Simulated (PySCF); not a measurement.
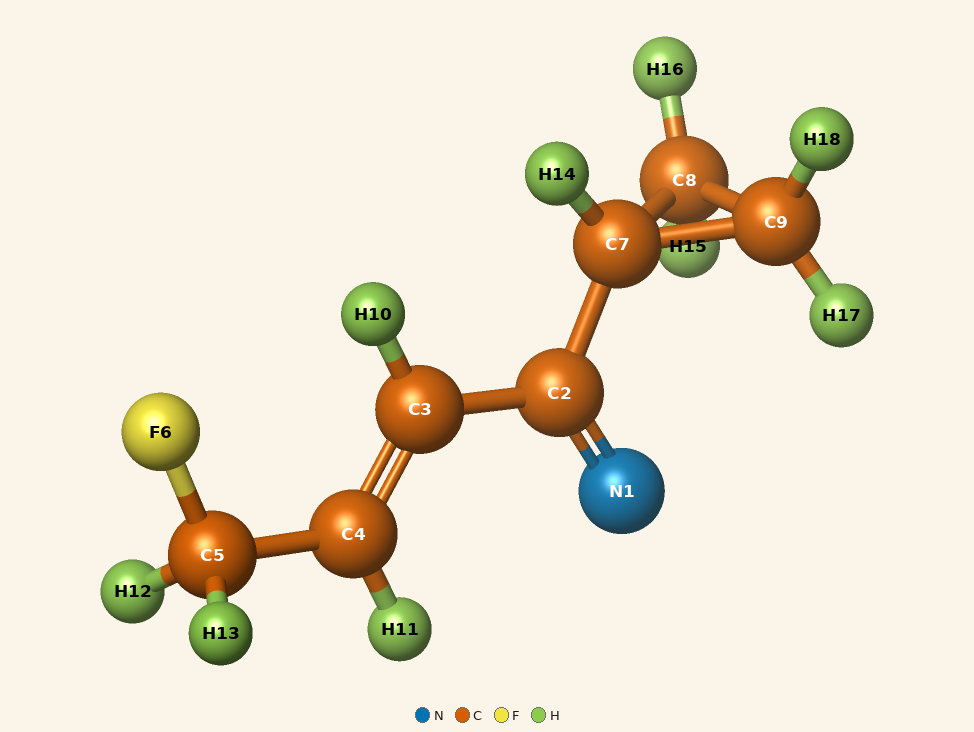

State: neutral, doublet. The computed structure is the end point of a GFN2-xTB optimisation. No frequency run is at hand to confirm it as a minimum. Level of theory: UKS B3LYP, pcH-1 on C F H N, non-relativistic (PySCF 2.14.0). Fermi-contact and spin-dipolar terms alone, no spin-orbit part.

### Which nucleus has the largest dipolar (anisotropic) hyperfine coupling?

14N at N1: principal values −46.7, −34.6, 81.3 MHz.

List the isotropic and dipolar parts for the most strongly coupled nuclei, one of each equivalent set.

```tsv
atom	isotope	a_iso (MHz)	dipolar part (MHz)
N1	14N	22.3	−46.7, −34.6, 81.3
C7	13C	99.2	−9.1, −8.9, 18.0
C2	13C	−58.4	−17.9, 1.0, 16.9
C3	13C	101.4	−10.9, −4.0, 14.9
H11	1H	2.0	−5.7, −5.5, 11.2
C4	13C	−7.1	−9.2, 4.3, 4.8
H17	1H	0.2	−4.8, −4.1, 8.8
H10	1H	10.4	−4.8, −2.8, 7.5
```
